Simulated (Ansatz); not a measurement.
# Run report: C5H10O3, saddle-point search (part 2 of 2)

C5H10O3; HF/LANL2DZ, RHF (Ansatz 0.2.0). The starting geometry was optimised with HF/LANL2DZ.

Geometry of the input (Å):
```
O  3.1483  -0.1791  -0.0596
C  2.1315  0.5862  0.5968
C  0.7867  -0.0939  0.4584
O  0.5004  -0.1967  -0.9385
C  -0.8142  -0.7116  -1.2498
C  -1.8787  0.1400  -0.5484
C  -1.5506  0.2475  0.9453
O  -0.1883  0.7009  1.1153
H  2.9616  -0.3005  -0.9870
H  2.0599  1.5839  0.1854
H  2.4110  0.6470  1.6344
H  0.7942  -1.0936  0.8853
H  -0.9040  -0.6725  -2.3222
H  -0.8725  -1.7489  -0.9310
H  -2.8608  -0.2989  -0.6860
H  -1.8872  1.1305  -0.9841
H  -2.1688  0.9730  1.4460
H  -1.6682  -0.7135  1.4395
```

## Trajectory as extended XYZ, continued
```
18
Properties=species:S:1:pos:R:3:forces:R:3 step=5 energy=-11418.17446
O     3.2382   -0.1463   -0.0433   -0.1614  -0.0460   0.0519
C     2.1536    0.5884    0.5446   -0.0633   0.2587   0.0951
C     0.8009   -0.0737    0.3604   -0.0768  -0.2141  -0.0893
O     0.4665   -0.0776   -1.0224   -0.0803  -0.0616  -0.0330
C    -0.8621   -0.5602   -1.3335   -0.0395  -0.0567  -0.1257
C    -1.9101    0.2285   -0.5437    0.2207   0.0557  -0.0095
C    -1.5303    0.2037    0.9401   -0.1692   0.1058   0.0211
O    -0.1628    0.6477    1.1117   -0.0278   0.1105   0.0543
H     3.0382   -1.0637   -0.1916    0.0995  -0.1160  -0.1179
H     2.1365    1.5569    0.0760   -0.0199   0.0200  -0.0166
H     2.3337    0.7090    1.6013   -0.0088  -0.0040   0.0824
H     0.8045   -1.1039    0.7213    0.0675  -0.0521  -0.0497
H    -0.9800   -0.4321   -2.3960    0.0443  -0.0244  -0.0108
H    -0.9271   -1.6202   -1.0997    0.0661  -0.0038  -0.0016
H    -2.8978   -0.1933   -0.6953    0.0338  -0.0115   0.0353
H    -1.9200    1.2515   -0.8958   -0.0294   0.0164   0.0284
H    -2.1367    0.8817    1.5151    0.0447   0.0200   0.0716
H    -1.6451   -0.7965    1.3506    0.0997   0.0030   0.0138
18
Properties=species:S:1:pos:R:3:forces:R:3 step=6 energy=-11418.16554
O     3.2386   -0.1378   -0.0614   -0.4418  -0.6579   0.0382
C     2.1537    0.5911    0.5390   -0.0217   0.2885   0.0728
C     0.8018   -0.0745    0.3575   -0.0624  -0.2293  -0.1217
O     0.4651   -0.0779   -1.0246   -0.0916  -0.0603  -0.0306
C    -0.8647   -0.5586   -1.3354   -0.0198  -0.0548  -0.1133
C    -1.9104    0.2297   -0.5427    0.2086   0.0614  -0.0186
C    -1.5295    0.2008    0.9406   -0.1709   0.1030   0.0100
O    -0.1616    0.6434    1.1113   -0.0387   0.1319   0.0809
H     3.0419   -1.0757   -0.1492    0.3210   0.4675  -0.0771
H     2.1308    1.5612    0.0739   -0.0063   0.0114  -0.0170
H     2.3386    0.7088    1.5954   -0.0126  -0.0063   0.0884
H     0.8080   -1.1048    0.7185    0.0720  -0.0561  -0.0581
H    -0.9830   -0.4280   -2.3976    0.0423  -0.0253  -0.0096
H    -0.9311   -1.6190   -1.1035    0.0691  -0.0045  -0.0038
H    -2.8988   -0.1900   -0.6955    0.0310  -0.0107   0.0401
H    -1.9187    1.2536   -0.8923   -0.0304   0.0165   0.0295
H    -2.1345    0.8780    1.5178    0.0432   0.0225   0.0730
H    -1.6460   -0.8003    1.3484    0.1088   0.0025   0.0169
18
Properties=species:S:1:pos:R:3:forces:R:3 step=7 energy=-11418.17581
O     3.2374   -0.1368   -0.0553   -0.2681  -0.1777   0.0659
C     2.1503    0.5885    0.5446   -0.0029   0.2225   0.0531
C     0.7998   -0.0771    0.3558   -0.0417  -0.1805  -0.0799
O     0.4646   -0.0797   -1.0265   -0.0580  -0.0529  -0.0213
C    -0.8643   -0.5625   -1.3357   -0.0171  -0.0379  -0.0823
C    -1.9082    0.2296   -0.5435    0.1555   0.0460  -0.0156
C    -1.5295    0.2064    0.9406   -0.1265   0.0767   0.0108
O    -0.1608    0.6456    1.1099   -0.0286   0.1037   0.0568
H     3.0467   -1.0634   -0.1761    0.1629   0.0352  -0.0956
H     2.1303    1.5613    0.0850   -0.0198   0.0118  -0.0128
H     2.3302    0.6993    1.6030   -0.0041  -0.0067   0.0643
H     0.8054   -1.1080    0.7153    0.0531  -0.0411  -0.0475
H    -0.9825   -0.4365   -2.3983    0.0296  -0.0182  -0.0070
H    -0.9282   -1.6222   -1.0996    0.0527  -0.0025  -0.0026
H    -2.8968   -0.1907   -0.6929    0.0234  -0.0081   0.0286
H    -1.9178    1.2524   -0.8961   -0.0221   0.0120   0.0215
H    -2.1320    0.8868    1.5170    0.0319   0.0163   0.0518
H    -1.6445   -0.7931    1.3527    0.0798   0.0013   0.0117
18
Properties=species:S:1:pos:R:3:forces:R:3 step=8 energy=-11418.17569
O     3.2373   -0.1320   -0.0621   -0.2956  -0.2274   0.0650
C     2.1491    0.5880    0.5437    0.0258   0.2022   0.0412
C     0.7994   -0.0783    0.3529   -0.0353  -0.1723  -0.0773
O     0.4630   -0.0794   -1.0288   -0.0572  -0.0484  -0.0176
C    -0.8660   -0.5628   -1.3362   -0.0166  -0.0353  -0.0833
C    -1.9090    0.2303   -0.5435    0.1518   0.0430  -0.0116
C    -1.5292    0.2072    0.9404   -0.1222   0.0739   0.0156
O    -0.1600    0.6445    1.1089   -0.0316   0.0990   0.0544
H     3.0583   -1.0646   -0.1629    0.1724   0.1027  -0.0811
H     2.1279    1.5630    0.0886   -0.0177   0.0070  -0.0119
H     2.3296    0.6938    1.6028   -0.0068  -0.0051   0.0582
H     0.8053   -1.1097    0.7113    0.0498  -0.0383  -0.0468
H    -0.9853   -0.4378   -2.3988    0.0279  -0.0176  -0.0077
H    -0.9291   -1.6222   -1.0990    0.0493  -0.0024  -0.0024
H    -2.8980   -0.1896   -0.6915    0.0232  -0.0086   0.0262
H    -1.9184    1.2530   -0.8963   -0.0209   0.0115   0.0201
H    -2.1302    0.8886    1.5173    0.0293   0.0149   0.0493
H    -1.6447   -0.7920    1.3532    0.0745   0.0012   0.0095
18
Properties=species:S:1:pos:R:3:forces:R:3 step=9 energy=-11418.17579
O     3.2368   -0.1260   -0.0711   -0.3123  -0.3140   0.0589
C     2.1475    0.5871    0.5418    0.0532   0.1799   0.0298
C     0.7986   -0.0797    0.3480   -0.0334  -0.1613  -0.0716
O     0.4601   -0.0777   -1.0327   -0.0519  -0.0429  -0.0160
C    -0.8687   -0.5625   -1.3374   -0.0146  -0.0313  -0.0744
C    -1.9102    0.2309   -0.5430    0.1371   0.0408  -0.0108
C    -1.5291    0.2083    0.9406   -0.1091   0.0662   0.0141
O    -0.1589    0.6431    1.1073   -0.0320   0.0916   0.0530
H     3.0780   -1.0671   -0.1403    0.1778   0.2073  -0.0624
H     2.1256    1.5645    0.0923   -0.0168   0.0029  -0.0100
H     2.3283    0.6866    1.6018   -0.0112  -0.0026   0.0505
H     0.8046   -1.1119    0.7043    0.0464  -0.0356  -0.0451
H    -0.9900   -0.4391   -2.3999    0.0251  -0.0151  -0.0073
H    -0.9302   -1.6218   -1.0988    0.0456  -0.0026  -0.0032
H    -2.8996   -0.1887   -0.6891    0.0211  -0.0083   0.0229
H    -1.9201    1.2536   -0.8961   -0.0195   0.0110   0.0186
H    -2.1279    0.8910    1.5183    0.0264   0.0132   0.0444
H    -1.6449   -0.7906    1.3541    0.0681   0.0009   0.0083
18
Properties=species:S:1:pos:R:3:forces:R:3 step=10 energy=-11418.17628
O     3.2357   -0.1213   -0.0788   -0.3068  -0.4109   0.0536
C     2.1460    0.5860    0.5399    0.0682   0.1567   0.0213
C     0.7978   -0.0810    0.3429   -0.0315  -0.1431  -0.0609
O     0.4572   -0.0754   -1.0368   -0.0454  -0.0380  -0.0136
C    -0.8714   -0.5620   -1.3387   -0.0133  -0.0264  -0.0659
C    -1.9114    0.2315   -0.5425    0.1210   0.0365  -0.0093
C    -1.5287    0.2094    0.9409   -0.0954   0.0587   0.0133
O    -0.1577    0.6419    1.1057   -0.0309   0.0800   0.0478
H     3.0977   -1.0694   -0.1178    0.1751   0.3195  -0.0490
H     2.1240    1.5655    0.0950   -0.0171   0.0000  -0.0080
H     2.3262    0.6802    1.6009   -0.0134  -0.0006   0.0417
H     0.8038   -1.1141    0.6967    0.0422  -0.0320  -0.0425
H    -0.9947   -0.4400   -2.4012    0.0219  -0.0124  -0.0067
H    -0.9307   -1.6212   -1.0989    0.0405  -0.0021  -0.0037
H    -2.9010   -0.1883   -0.6863    0.0187  -0.0074   0.0197
H    -1.9223    1.2541   -0.8957   -0.0173   0.0101   0.0167
H    -2.1255    0.8932    1.5196    0.0229   0.0110   0.0388
H    -1.6446   -0.7892    1.3551    0.0604   0.0005   0.0067
18
Properties=species:S:1:pos:R:3:forces:R:3 step=11 energy=-11418.17824
O     3.2325   -0.1181   -0.0852   -0.2618  -0.4394   0.0522
C     2.1434    0.5851    0.5381    0.0736   0.1103   0.0072
C     0.7965   -0.0829    0.3371   -0.0231  -0.0992  -0.0396
O     0.4542   -0.0731   -1.0416   -0.0303  -0.0294  -0.0092
C    -0.8738   -0.5617   -1.3409   -0.0067  -0.0163  -0.0413
C    -1.9116    0.2323   -0.5416    0.0787   0.0269  -0.0086
C    -1.5281    0.2111    0.9418   -0.0636   0.0398   0.0068
O    -0.1562    0.6408    1.1041   -0.0242   0.0564   0.0367
H     3.1166   -1.0708   -0.0946    0.1526   0.3733  -0.0399
H     2.1215    1.5661    0.0968   -0.0157  -0.0026  -0.0056
H     2.3218    0.6747    1.6003   -0.0112   0.0017   0.0279
H     0.8032   -1.1173    0.6874    0.0306  -0.0233  -0.0336
H    -0.9993   -0.4409   -2.4033    0.0142  -0.0072  -0.0042
H    -0.9301   -1.6208   -1.1000    0.0285  -0.0010  -0.0042
H    -2.9012   -0.1882   -0.6827    0.0122  -0.0047   0.0133
H    -1.9244    1.2548   -0.8947   -0.0119   0.0071   0.0119
H    -2.1223    0.8960    1.5220    0.0151   0.0073   0.0257
H    -1.6428   -0.7872    1.3569    0.0430   0.0002   0.0046
18
Properties=species:S:1:pos:R:3:forces:R:3 step=12 energy=-11418.18116
O     3.2279   -0.1167   -0.0898   -0.1641  -0.3461   0.0370
C     2.1405    0.5838    0.5367    0.0589   0.0477  -0.0070
C     0.7949   -0.0853    0.3312   -0.0133  -0.0421  -0.0075
O     0.4512   -0.0709   -1.0466   -0.0116  -0.0153  -0.0053
C    -0.8761   -0.5612   -1.3433   -0.0006  -0.0050  -0.0145
C    -1.9115    0.2332   -0.5406    0.0292   0.0129  -0.0048
C    -1.5274    0.2133    0.9429   -0.0248   0.0154   0.0010
O    -0.1547    0.6400    1.1027   -0.0111   0.0231   0.0164
H     3.1370   -1.0706   -0.0725    0.0999   0.3139  -0.0225
H     2.1187    1.5656    0.0974   -0.0117  -0.0016  -0.0029
H     2.3159    0.6703    1.6002   -0.0052   0.0031   0.0110
H     0.8028   -1.1213    0.6770    0.0134  -0.0104  -0.0175
H    -1.0039   -0.4418   -2.4055    0.0053  -0.0010  -0.0014
H    -0.9288   -1.6203   -1.1015    0.0117   0.0008  -0.0036
H    -2.9011   -0.1883   -0.6784    0.0046  -0.0011   0.0051
H    -1.9267    1.2558   -0.8937   -0.0047   0.0033   0.0054
H    -2.1188    0.8992    1.5249    0.0056   0.0026   0.0098
H    -1.6399   -0.7848    1.3590    0.0183   0.0000   0.0015
18
Properties=species:S:1:pos:R:3:forces:R:3 step=13 energy=-11418.18247
O     3.2217   -0.1197   -0.0868   -0.0220   0.1253   0.0081
C     2.1375    0.5843    0.5387    0.0293  -0.0255  -0.0224
C     0.7936   -0.0883    0.3338    0.0056   0.0206   0.0076
O     0.4528   -0.0749   -1.0449    0.0073  -0.0077  -0.0006
C    -0.8743   -0.5627   -1.3444    0.0129   0.0101   0.0252
C    -1.9076    0.2342   -0.5407   -0.0337  -0.0023  -0.0053
C    -1.5275    0.2150    0.9440    0.0181  -0.0113  -0.0121
O    -0.1549    0.6402    1.1042    0.0026  -0.0055   0.0037
H     3.1327   -1.0660   -0.0850    0.0120  -0.1081   0.0051
H     2.1126    1.5641    0.0952    0.0010  -0.0029  -0.0001
H     2.3131    0.6746    1.6019   -0.0004  -0.0004   0.0024
H     0.8038   -1.1246    0.6790   -0.0058   0.0024  -0.0010
H    -0.9998   -0.4423   -2.4068   -0.0062   0.0042   0.0024
H    -0.9275   -1.6219   -1.1036   -0.0065   0.0002  -0.0017
H    -2.8974   -0.1865   -0.6785   -0.0068   0.0031  -0.0021
H    -1.9226    1.2570   -0.8932    0.0036  -0.0014  -0.0019
H    -2.1183    0.9009    1.5268   -0.0054  -0.0004  -0.0077
H    -1.6379   -0.7834    1.3601   -0.0056  -0.0002   0.0004
18
Properties=species:S:1:pos:R:3:forces:R:3 step=14 energy=-11418.18214
O     3.2222   -0.1192   -0.0833   -0.0435   0.0624   0.0259
C     2.1373    0.5857    0.5415    0.0398  -0.0220  -0.0266
C     0.7940   -0.0888    0.3393    0.0140   0.0160  -0.0044
O     0.4559   -0.0800   -1.0406    0.0041  -0.0103   0.0041
C    -0.8719   -0.5646   -1.3430    0.0152   0.0109   0.0235
C    -1.9053    0.2345   -0.5418   -0.0309  -0.0023  -0.0045
C    -1.5280    0.2149    0.9435    0.0147  -0.0089  -0.0100
O    -0.1558    0.6409    1.1057   -0.0036   0.0011   0.0083
H     3.1158   -1.0645   -0.1097    0.0224  -0.0448  -0.0089
H     2.1098    1.5650    0.0965    0.0026  -0.0050   0.0011
H     2.3157    0.6778    1.6039   -0.0040  -0.0021   0.0035
H     0.8049   -1.1240    0.6878   -0.0053   0.0024  -0.0031
H    -0.9944   -0.4435   -2.4057   -0.0067   0.0020   0.0026
H    -0.9282   -1.6238   -1.1026   -0.0059  -0.0001  -0.0008
H    -2.8956   -0.1844   -0.6817   -0.0063   0.0023  -0.0016
H    -1.9177    1.2573   -0.8944    0.0035  -0.0021  -0.0023
H    -2.1199    0.9004    1.5255   -0.0056   0.0004  -0.0074
H    -1.6386   -0.7836    1.3592   -0.0045   0.0001   0.0006
18
Properties=species:S:1:pos:R:3:forces:R:3 step=15 energy=-11418.18231
O     3.2251   -0.1160   -0.0811   -0.0325   0.0140   0.0136
C     2.1384    0.5849    0.5436    0.0195   0.0009  -0.0110
C     0.7948   -0.0894    0.3416    0.0022  -0.0149  -0.0077
O     0.4572   -0.0837   -1.0385   -0.0070   0.0000   0.0004
C    -0.8716   -0.5660   -1.3406   -0.0009  -0.0018  -0.0102
C    -1.9062    0.2349   -0.5429    0.0140   0.0010   0.0046
C    -1.5287    0.2154    0.9422   -0.0078   0.0029   0.0054
O    -0.1563    0.6409    1.1060   -0.0028   0.0067   0.0010
H     3.1162   -1.0608   -0.1260    0.0113  -0.0087  -0.0057
H     2.1094    1.5649    0.1005    0.0006   0.0014   0.0027
H     2.3165    0.6755    1.6062   -0.0019  -0.0017   0.0024
H     0.8049   -1.1241    0.6912   -0.0005   0.0010   0.0020
H    -0.9936   -0.4458   -2.4035    0.0018  -0.0019  -0.0012
H    -0.9306   -1.6248   -1.0994    0.0005  -0.0001   0.0014
H    -2.8971   -0.1825   -0.6837    0.0027  -0.0010   0.0000
H    -1.9161    1.2574   -0.8966   -0.0005   0.0004   0.0003
H    -2.1213    0.9017    1.5227    0.0017   0.0010   0.0029
H    -1.6409   -0.7827    1.3584   -0.0003   0.0006  -0.0008
18
Properties=species:S:1:pos:R:3:forces:R:3 step=16 energy=-11418.18242
O     3.2233   -0.1080   -0.0892   -0.0030   0.0054   0.0014
C     2.1374    0.5833    0.5456    0.0032  -0.0018  -0.0003
C     0.7944   -0.0921    0.3427    0.0001   0.0002  -0.0003
O     0.4576   -0.0882   -1.0376   -0.0007   0.0005   0.0002
C    -0.8716   -0.5691   -1.3396    0.0001   0.0003  -0.0001
C    -1.9048    0.2357   -0.5440    0.0001  -0.0006   0.0002
C    -1.5296    0.2181    0.9417    0.0002  -0.0001  -0.0005
O    -0.1564    0.6406    1.1060    0.0003  -0.0008  -0.0001
H     3.1230   -1.0537   -0.1369   -0.0011  -0.0023   0.0003
H     2.1042    1.5674    0.1119    0.0005  -0.0016   0.0009
H     2.3183    0.6647    1.6086   -0.0001   0.0006  -0.0010
H     0.8037   -1.1261    0.6941    0.0000  -0.0001  -0.0002
H    -0.9926   -0.4514   -2.4028   -0.0001  -0.0005  -0.0002
H    -0.9325   -1.6272   -1.0956   -0.0003   0.0002   0.0003
H    -2.8965   -0.1797   -0.6853    0.0000   0.0001  -0.0002
H    -1.9120    1.2575   -0.8995    0.0000  -0.0002  -0.0002
H    -2.1210    0.9070    1.5203    0.0007   0.0004   0.0001
H    -1.6449   -0.7789    1.3596    0.0003   0.0001  -0.0002
```

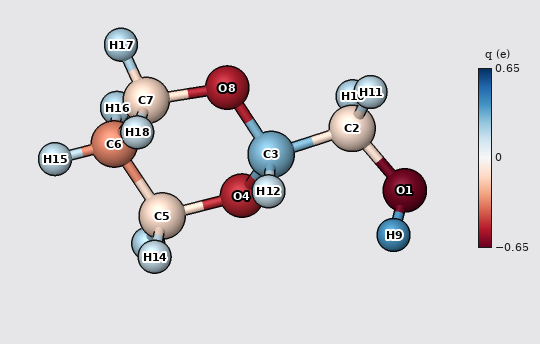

Fig. 1: Mulliken charges, as the colour of each atom (ball-and-stick view, seen at a tilt; atoms are numbered from 1 in the order of the input). By element: O −0.62 to −0.49, C −0.31 to +0.29 and H +0.15 to +0.38 e.

## Summary

| quantity | value |
| --- | --- |
| outcome | converged |
| total energy | −419.610464 hartree |
| basis functions | 92 |
| largest force | 0.006 eV/Å |
| dipole moment | 5.27 D |
| wall time | 2.2 min (CPU time 8.3 min) |
| peak memory | 0.24 GiB |
